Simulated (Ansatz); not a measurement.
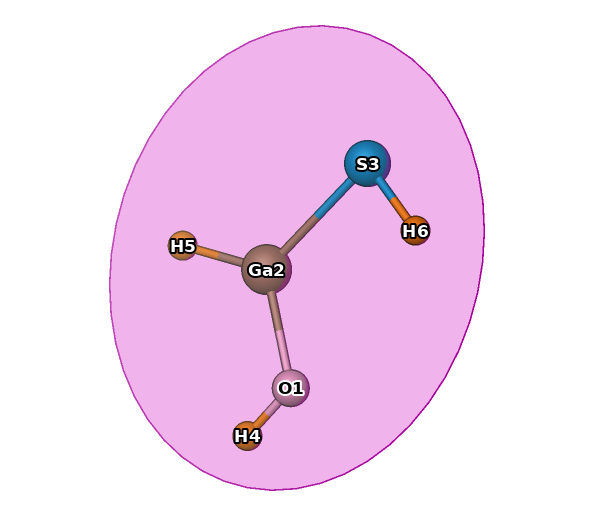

A disc through the centre of mass is drawn in. Depth is shown by fading: the farther an atom, the more it takes the colour of the background. The computed structure is the end point of a PBE0-D4/def2-TZVP optimisation. No frequency run is at hand to confirm it as a minimum.

Q: Is the plane of the disc a mirror plane of the structure?

A: Yes. The reflection leaves O1, Ga2, S3, H4, H5, H6 in place. The point group is Cs.
